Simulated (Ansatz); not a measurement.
Isomers of CH5GeO

3 of its isomers, all doublets with charge 0: A = `[CH3][GeH2][O]`; B = `[CH3][GeH][OH]`; C = `[CH2][GeH2][OH]`.

Shapes, held fixed at every level: PBE0-D4/def2-TZVP. Flexible molecules stand in one conformer, not always the lowest. Programs: Ansatz 0.2.0.

Electronic energies in kJ/mol, without zero-point or thermal terms.

```json
{"level": "HF/def2-SVP", "kind": "Hartree–Fock", "B − A": "-63.8", "C − A": "-14.3"}
{"level": "PBE-D4/def2-TZVPP", "kind": "GGA", "B − A": "-147.9", "C − A": "-45.3"}
{"level": "PBE0-D4/def2-TZVPP", "kind": "global hybrid", "B − A": "-139.0", "C − A": "-46.8"}
{"level": "wB97X-V/def2-TZVPP", "kind": "range-separated hybrid", "B − A": "-129.7", "C − A": "-43.9"}
{"level": "MP2/def2-TZVPP", "kind": "perturbation theory", "B − A": "-166.6", "C − A": "-74.3"}
{"level": "CCSD/def2-SVP", "kind": "coupled cluster or CI", "B − A": "-119.7", "C − A": "-41.6"}
{"level": "CCSD(T)/def2-TZVPP", "kind": "coupled cluster or CI", "B − A": "-135.0", "C − A": "-52.8"}
```

The highest level, CCSD(T)/def2-TZVPP, puts B lowest of these. All levels agree on that. The B − A difference spans -166.6 to -63.8 kJ/mol over the levels. Open shells run unrestricted unless RO is named. Relativity is left out for Ge unless named. Correlated rows may include outer-core shells of Ge, which these sets cover unevenly.

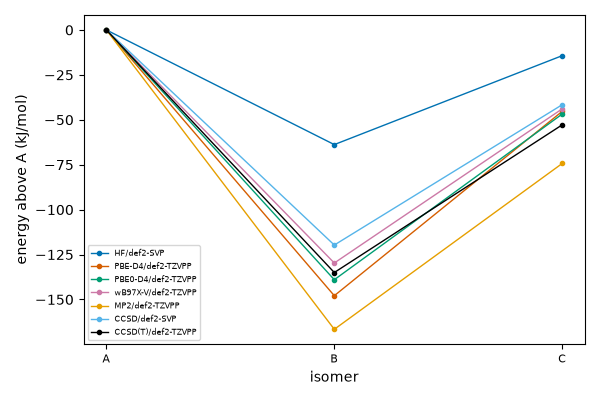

Relative energies of the isomers.
